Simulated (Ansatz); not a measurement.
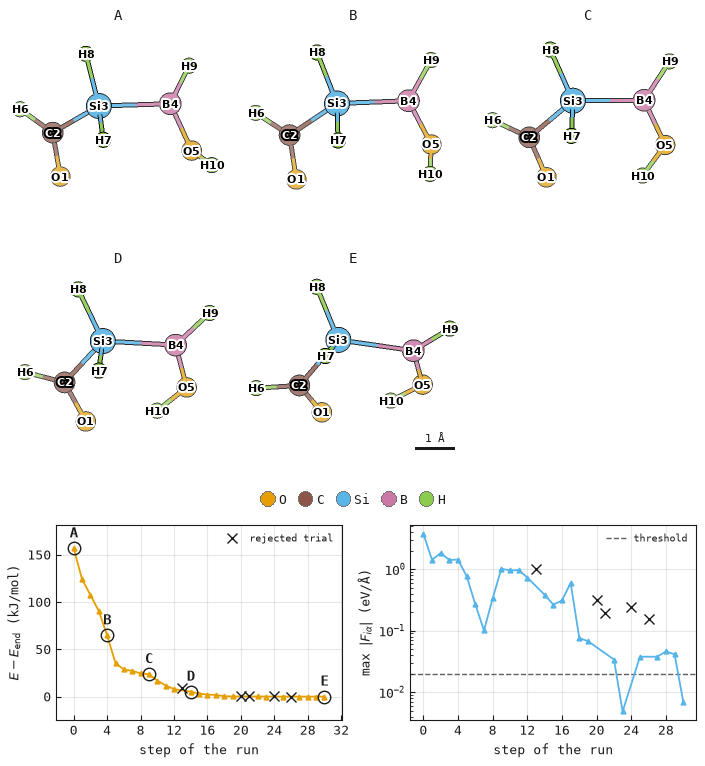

Frames of a relaxation of CH$_{5}$BO$_{2}$Si, marked on the history of the run. The picture is a ball-and-stick view, seen at a tilt.

The run prepares an end point of a later path (hydrogen shift) calculation, from a guessed geometry.

The calculation used RKS B3LYP-D4/cc-pVDZ (Ansatz 0.2.0).

Input file:
```yaml
crystal:
  periodic: [false, false, false]
  atoms:
    - { symbol: O, position_ang: [-1.7503, -0.697, 1.378] }
    - { symbol: C, position_ang: [-1.7912, -0.1616, 0.2501] }
    - { symbol: Si, position_ang: [-0.3247, 0.7364, -0.3616] }
    - { symbol: B, position_ang: [1.2926, -0.4717, -0.3987] }
    - { symbol: O, position_ang: [1.6678, -1.1468, 0.8117] }
    - { symbol: H, position_ang: [-2.6589, -0.2291, -0.39] }
    - { symbol: H, position_ang: [0.0344, 1.8551, 0.563] }
    - { symbol: H, position_ang: [-0.5028, 1.2702, -1.7075] }
    - { symbol: H, position_ang: [1.7717, -0.6833, -1.3757] }
    - { symbol: H, position_ang: [2.3445, -0.5234, 1.2338] }
basis:
  gaussian: { orbitals: cc-pVDZ }
hamiltonian:
  xc: b3lyp
  dispersion: d4
relax:
  f_tol: 0.02
  max_steps: 50
```

Launched with:
```bash
ansatz run input.yaml --threads 2 --pin off --max-ram 3072MiB --backend cpu --events-out ev --progress --plain --runs-dir out
```

What happens along the run?

H10 moves most after the best rigid fit: 1.94 Å. By element the largest moves are H 1.94 Å, O 0.76 Å, C 0.41 Å, B 0.39 Å, Si 0.28 Å. Among the contacts that change: C2–Si3 1.825 → 1.954 Å, B4–H9 1.109 → 1.209 Å, B4–O5 1.436 → 1.344 Å, C2–H6 1.080 → 1.124 Å. Among the angles between lasting bonds that change: B4–Si3–H7 105.5° → 116.0°, B4–Si3–H8 107.4° → 116.4°, B4–O5–H10 103.7° → 112.0°. Groups turn about B4–O5 by about 90°, Si3–B4 by about 60°, C2–Si3 by about 60°. Over 25 accepted moves (30 points after the start) the energy falls by 156.7 kJ/mol. The largest force component goes from 3.8 to 0.007 eV/Å. The line search rejected the trial steps at points 13, 20, 21, 24, 26 of the run. The forces were under the threshold at step 23, but the run went on from there. From step 0 to 4: H10 moves most (0.51 Å), energy −92.0 kJ/mol. From step 4 to 9: H10 moves most (0.71 Å), energy −41.0 kJ/mol. From step 9 to 14: H10 moves most (0.60 Å), energy −18.5 kJ/mol. From step 14 to 30: H6 moves most (0.73 Å), energy −5.13 kJ/mol.

| step | E − E(0), kJ/mol | largest force component, eV/Å | note |
| --- | --- | --- | --- |
| 0 | 0.00 | 3.7994 |  |
| 1 | -32.67 | 1.4205 |  |
| 2 | -49.30 | 1.8375 |  |
| 3 | -66.17 | 1.4159 |  |
| 4 | -91.97 | 1.4362 |  |
| 5 | -121.32 | 0.7705 |  |
| 6 | -127.98 | 0.2669 |  |
| 7 | -129.44 | 0.1011 |  |
| 8 | -132.11 | 0.3350 |  |
| 9 | -133.02 | 1.0204 |  |
| 10 | -139.68 | 0.9553 |  |
| 11 | -144.92 | 0.9696 |  |
| 12 | -148.68 | 0.7333 |  |
| 13 | -147.92 | 0.9994 | rejected |
| 14 | -151.54 | 0.3838 |  |
| 15 | -153.39 | 0.2655 |  |
| 16 | -154.61 | 0.3104 |  |
| 17 | -154.85 | 0.6000 |  |
| 18 | -156.31 | 0.0758 |  |
| 19 | -156.45 | 0.0676 |  |
| 21 | -155.90 | 0.1939 | rejected |
| 22 | -156.51 | 0.0339 |  |
| 23 | -156.58 | 0.0048 |  |
| 24 | -156.54 | 0.2471 | rejected |
| 25 | -156.63 | 0.0377 |  |
| 26 | -156.59 | 0.1578 | rejected |
| 27 | -156.65 | 0.0377 |  |
| 28 | -156.66 | 0.0459 |  |
| 29 | -156.66 | 0.0413 |  |
| 30 | -156.67 | 0.0070 |  |
